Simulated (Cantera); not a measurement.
Feed: 1 mol Si₂Cl₆, 0.57 mol Cl₂, 59 mol H₂, at 0.0133 bar.

Equilibrium computed with Cantera from the NASA thermochemical tables; the gas is ideal and each condensed phase is pure. Candidate condensed phases: Si; 19 gas species. The feed counts by its element totals alone. The tables' values for SiCl₃ are old estimates; treat these amounts as uncertain. The numbers say what is thermodynamically allowed, not how fast it happens.

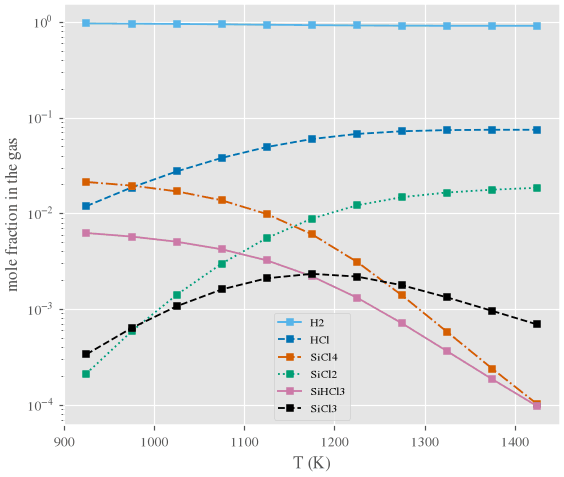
Figure. Equilibrium gas composition (values under 1e-9 drawn at 1e-9)

Read off the mole fractions at 1025 K.

H₂ about 0.95, HCl about 0.027, SiCl₄ about 0.017, SiHCl₃ about 0.0051, SiCl₂ about 0.0014, SiCl₃ about 0.0011.
